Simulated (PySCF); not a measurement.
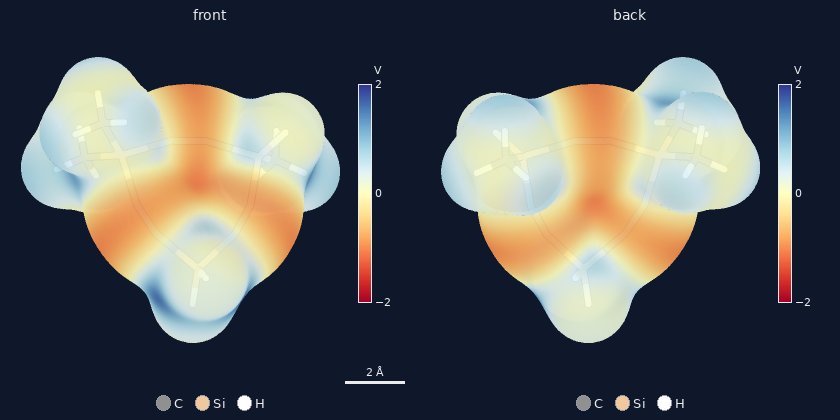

C9H12Si3. The molecular electrostatic potential painted on the density surface at 0.002 e/bohr³, seen from the front and from behind; red is negative and blue positive.

Geometry: GFN2-xTB.

Method: CAM-B3LYP/pcSseg-1, SCF density, gas phase, non-relativistic in PySCF 2.14.0.

```yaml
atoms:
  - { symbol: C, position_ang: [1.5846, -3.5914, 1.3444] }
  - { symbol: Si, position_ang: [0.1927, -2.3998, 1.8432] }
  - { symbol: C, position_ang: [-1.2894, -2.5544, 0.7346] }
  - { symbol: C, position_ang: [-2.1607, -2.3147, -0.0754] }
  - { symbol: Si, position_ang: [-3.2329, -1.4735, -1.3319] }
  - { symbol: C, position_ang: [-2.2750, 0.1126, -1.2788] }
  - { symbol: C, position_ang: [-1.4597, 0.9707, -1.0110] }
  - { symbol: Si, position_ang: [-0.0163, 1.8736, -0.2581] }
  - { symbol: C, position_ang: [1.2980, 2.3446, -1.5506] }
  - { symbol: C, position_ang: [-0.5577, 3.3753, 0.7765] }
  - { symbol: C, position_ang: [0.5070, 0.4396, 0.8075] }
  - { symbol: C, position_ang: [0.5553, -0.6484, 1.3428] }
  - { symbol: H, position_ang: [2.4894, -3.3997, 1.9149] }
  - { symbol: H, position_ang: [1.8285, -3.4870, 0.2907] }
  - { symbol: H, position_ang: [1.2979, -4.6253, 1.5177] }
  - { symbol: H, position_ang: [-0.1496, -2.5257, 3.2679] }
  - { symbol: H, position_ang: [-3.1641, -2.1217, -2.6469] }
  - { symbol: H, position_ang: [-4.6151, -1.3095, -0.8677] }
  - { symbol: H, position_ang: [1.5931, 1.4772, -2.1333] }
  - { symbol: H, position_ang: [0.9231, 3.0957, -2.2405] }
  - { symbol: H, position_ang: [2.1903, 2.7464, -1.0783] }
  - { symbol: H, position_ang: [-1.3042, 3.0869, 1.5102] }
  - { symbol: H, position_ang: [0.2823, 3.8098, 1.3115] }
  - { symbol: H, position_ang: [-0.9895, 4.1524, 0.1519] }
```

> Which sites attract a positive test charge, and which a negative one?

A positive charge is drawn to the negative regions and a negative charge to the positive ones. The most negative region (about −1.0 V) lies over the C atoms, the most positive (about +1.5 V) over Si5.
